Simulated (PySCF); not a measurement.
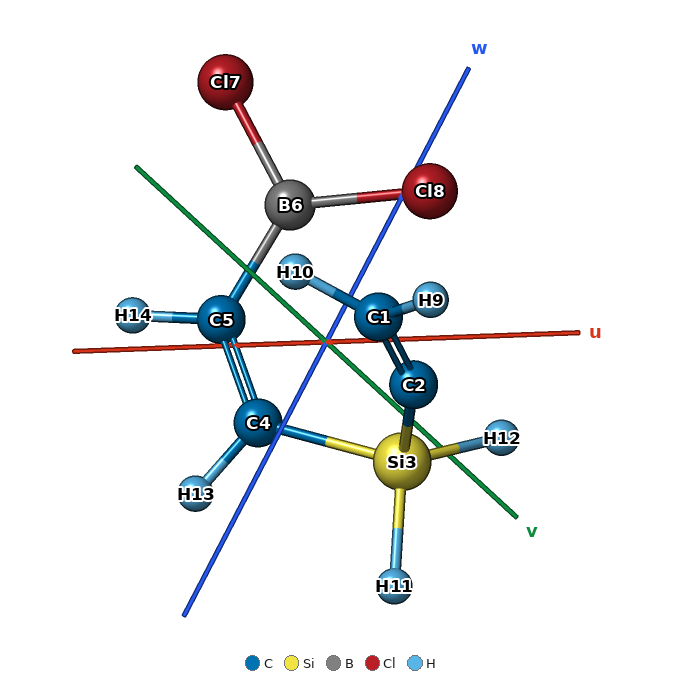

The lines u, v and w are the principal axes of the g tensor. Charge 0, doublet. The computed structure is the end point of a GFN2-xTB optimisation. No frequency run is at hand to confirm it as a minimum. Properties computed with UKS B3LYP, pcH-1 on B C Cl H Si, non-relativistic, mean-field spin-orbit, GIAO (PySCF 2.14.0).

Question. Along which axis does g lie farthest from the free-electron value?

Answer. Along v: the shift is −832 ppm.

Give the principal values and shifts.

| axis | g | shift (ppm) |
| --- | --- | --- |
| u | 2.00216 | −161 |
| v | 2.00149 | −832 |
| w | 2.00297 | 649 |

The geometry is semi-empirical. Around B, Si such bond lengths and angles can be off by a tenth of an ångström or more and by several degrees, and values that hang on the shape move with them.
